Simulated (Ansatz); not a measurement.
# GeH₃OS radical: up Jacob's ladder to CCSD(T)

How much do the methods differ for GeH₃OS radical? The plan is to run it at one geometry with functionals of several rungs and with coupled cluster, and see how far each lands from CCSD(T) at the basis-set limit for the atomisation energy.

Program: Ansatz 0.2.0, Gaussian basis. Level of theory: functionals in def2-TZVPP, the program's frozen cores in correlated methods. These are calculated values, not measurements.

Plan: LDA (SPW92), PBE-D4, revPBE-D4, BLYP-D4, r2SCAN-D4, B97M-V, PBE0-D4, B3LYP-D4, r2SCANh-D4, r2SCAN0-D4, HSE06-D4, BHLYP-D4, CAM-B3LYP-D4, LC-ωPBE, ωB97X-V, ωB97M-V, B2PLYP, PBE-QIDH; CCSD(T)/def2-SVP; CCSD(T)/def2-TZVPP; CCSD(T)/def2-QZVPP; extrapolation to the limit; RPA on PBE.

### 1 The geometry

An earlier PBE0-D4 in a triple-zeta def2 set relaxation fixed the geometry.

SMILES `[OH][GeH2][S]`, 6 atoms, charge 0, spin multiplicity 2.

Atoms are counted from 1 here; the program's logs count them from 0.

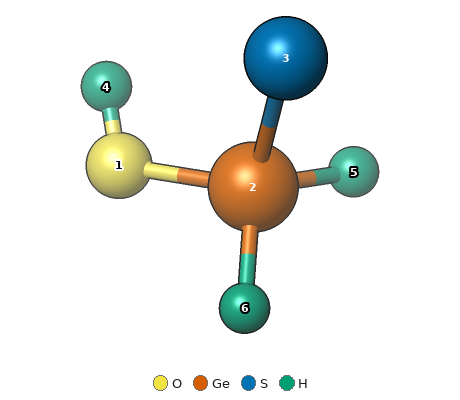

The geometry (oxygen yellow, germanium orange, sulfur blue, hydrogen teal); atoms are numbered from 1 in the order of the file.

### 2 LDA

This LDA is Slater exchange with PW92 correlation.

in.yaml

```yaml
crystal:
  periodic: [false, false, false]
  atoms:
    - {symbol: O, position_ang: [-0.517182, -1.346966, 0.002965]}
    - {symbol: Ge, position_ang: [0.356614, 0.192405, 0.137760]}
    - {symbol: S, position_ang: [-1.002584, 1.929244, 0.105204]}
    - {symbol: H, position_ang: [-1.178147, -1.335137, -0.693774]}
    - {symbol: H, position_ang: [1.287185, 0.407406, -1.072188]}
    - {symbol: H, position_ang: [1.096114, 0.089049, 1.473833]}
basis:
  gaussian: {orbitals: def2-TZVPP}
magnetization: {spin_polarized: true, initial_magnetization: 1}
hamiltonian: {xc: lda}
output: {orbitals: {seedname: orbitals}}
```

On the command line:

```sh
$ ansatz run in.yaml --threads 2 --pin off --events-out ev --progress --plain --max-ram 31744MiB --backend cpu
```

The runs that follow: PBE-D4 (GGA); revPBE-D4 (GGA); BLYP-D4 (GGA); r2SCAN-D4 (meta-GGA); B97M-V (meta-GGA); PBE0-D4 (hybrid); B3LYP-D4 (hybrid); r2SCANh-D4 (hybrid); r2SCAN0-D4 (hybrid); HSE06-D4 (hybrid); BHLYP-D4 (hybrid); CAM-B3LYP-D4 (range-separated); LC-ωPBE (range-separated); ωB97X-V (range-separated); ωB97M-V (range-separated); B2PLYP (double hybrid); PBE-QIDH (double hybrid); CCSD(T) in def2-SVP; CCSD(T) in def2-TZVPP; CCSD(T) in def2-QZVPP; RPA on PBE orbitals.

**Question.** What will the summary of the whole plan be? Wanted: atomisation energy, CCSD(T)/CBS; farthest beyond LDA; mean size of error, GGA; mean size of error, meta-GGA; mean size of error, hybrid; mean size of error, range-separated; mean size of error, double hybrid; gap, smallest and largest; T1 diagnostic.

As calculated:

| quantity | value |
| --- | --- |
| atomisation energy, CCSD(T)/CBS | 410.2 kcal/mol |
| functionals within 4.1 kcal/mol (1.0 %) | PBE-D4, r2SCAN-D4, B97M-V, r2SCANh-D4, CAM-B3LYP-D4, ωB97X-V, ωB97M-V |
| farthest beyond LDA | BHLYP-D4 (-19.1 kcal/mol) |
| mean size of error, GGA | 5.8 kcal/mol |
| mean size of error, meta-GGA | 2.4 kcal/mol |
| mean size of error, hybrid | 8.5 kcal/mol |
| mean size of error, range-separated | 3.9 kcal/mol |
| mean size of error, double hybrid | 8.5 kcal/mol |
| gap, smallest and largest | 0.16 eV (LDA (SPW92)), 8.35 eV (LC-ωPBE) |
| T1 diagnostic | 0.0133 |
| triples share of the correlation energy | 3.7 % |

**Reading.** LDA overbinds by 64.4 kcal/mol (16 %). PBE-D4 is off by +2.1 kcal/mol. Double hybrids carry the basis error of their MP2 part in triple zeta, and no dispersion term here, so their miss is partly the set-up's. The rungs meta-GGA, range-separated miss on average by less than the doubt on the reference (4.1 kcal/mol), so they tie. Misses under about 4.1 kcal/mol are within the doubt on the reference itself, which lacks core-valence correlation, relativity and higher excitations, and its outer-core shells are covered unevenly. Hartree-Fock recovers 68 % of the binding; the rest is correlation. CCSD(T) in def2-SVP is off by -37.5 kcal/mol, which most functionals beat. Orbital gaps span 0.2 to 8.3 eV; exact exchange widens them. Correlated methods include outer-core shells of Ge, which these sets cover unevenly.
